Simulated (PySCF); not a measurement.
# NH3 (SMILES N): HF/STO-3G

Aim: the vertical singlet–triplet gap of NH3 at HF/STO-3G, from 2 runs. 

Program for the calculation: PySCF 2.14.0.

4 further runs of the same task are left out: 4 set aside as unsound or not needed.

### Step 1. The system as given

NH3 has 4 atoms, charge 0, and is taken as a singlet. SMILES: `N`. The coordinates come from a GFN2-xTB relaxation.

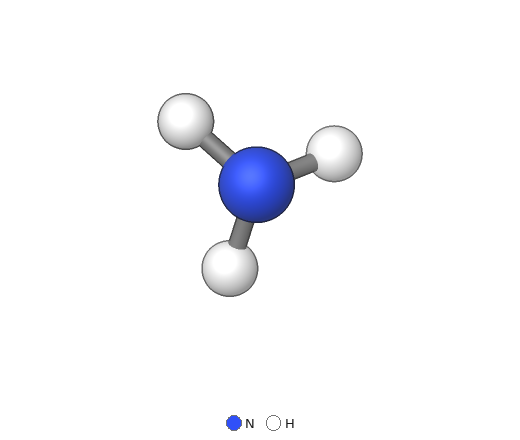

The structure, seen from a chosen angle (nitrogen blue, hydrogen white).

### Step 2. The energy at HF/STO-3G

The input, job.py:

```python
# N
from pyscf import gto

mol = gto.M(
    atom=[
    ('N', (-0.068160, 0.242830, 0.108060)),
    ('H', (0.491930, -0.300470, 0.753380)),
    ('H', (-0.891960, -0.300620, -0.118350)),
    ('H', (0.468190, 0.358250, -0.743090)),
],
    max_memory=1860,
    basis='sto-3g',
    charge=0,
    verbose=3,
)

mf = mol.RHF()
mf.conv_tol = 1e-10
mf.kernel()
if not mf.converged:
    mf = mf.newton().run(mf.mo_coeff, mf.mo_occ)

etot = mf.e_tot
print(f'total energy: {etot:.8f} hartree')
```

Command:

```sh
$ OMP_NUM_THREADS=1 python job.py
```

What it wrote:

```text
converged SCF energy = -55.4537497122563
total energy: -55.45374971 hartree
```

It took 0.85 s on 1 thread of Arm Neoverse V1, shared host; peak memory 0.12 GiB.

### Step 3. The triplet, same level

The input, job.py:

```python
from pyscf import gto, scf

system = gto.M(
    atom=[
    ('N', (-0.068160, 0.242830, 0.108060)),
    ('H', (0.491930, -0.300470, 0.753380)),
    ('H', (-0.891960, -0.300620, -0.118350)),
    ('H', (0.468190, 0.358250, -0.743090)),
],
    spin=2,
    max_memory=1860,
    basis='sto-3g',
    charge=0,
    verbose=3,
)

calc0 = scf.UHF(system)
calc0.conv_tol = 1e-10
calc0.kernel()
if not calc0.converged:
    calc0 = calc0.newton().run(calc0.mo_coeff, calc0.mo_occ)

etot = calc0.e_tot
print(f'total energy: {etot:.8f} hartree')
```

Command:

```sh
$ OMP_NUM_THREADS=1 python job.py
```

What it wrote:

```text
WARN: HOMO 0.506845062808829 >= LUMO -0.260570143218909

converged SCF energy = -54.9837747884911  <S^2> = 2.002958  2S+1 = 3.0019713
total energy: -54.98377479 hartree
```

Run time: 0.66 s. Hardware: 1 thread of Arm Neoverse V1, shared host; peak memory 0.099 GiB.

### Step 4. Summary of results

At HF/STO-3G:

```
                                        quantity         value
                           singlet: total energy  -55.45375 Eh
                          singlet: dipole moment        1.74 D
                            singlet: HOMO energy      -9.50 eV
                            singlet: LUMO energy      17.31 eV
                          singlet: HOMO–LUMO gap      26.81 eV
                           triplet: total energy  -54.98377 Eh
                          triplet: dipole moment        0.21 D
                                   triplet: ⟨S²⟩         2.003
vertical energy of the triplet above the singlet     12.789 eV
```

At this shape the triplet lies 12.79 eV (295 kcal/mol) above the singlet. In a minimal basis such a difference can be off by several eV, whatever the method. Mulliken charges (singlet) run from -0.47 on N1 to +0.16 on H2; they depend strongly on the basis. Mulliken charges (triplet) run from -0.12 on N1 to +0.04 on H2; they depend strongly on the basis.
